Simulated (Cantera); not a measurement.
Charge: 1 mol Cu, 0.46 mol CO, 21 mol N₂, held at 10.0 mbar.

Method: chemical equilibrium by Gibbs-energy minimisation in Cantera with the NASA 1993 tables (ideal gas, pure condensed phases). Candidate condensed phases: C, Cu, CuO, Cu₂O; 27 gas species. Equilibrium is a limit: real reactors are often held back by kinetics, nucleation or transport.

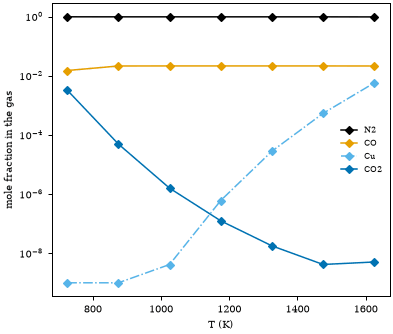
*Equilibrium gas composition (values under 1e-9 drawn at 1e-9)*

From 725 K to 875 K the condensed part is C(graphite) + Cu(s). From 1025 K to 1325 K the condensed part is Cu(s). From 1475 K to 1625 K the condensed part is Cu(l).
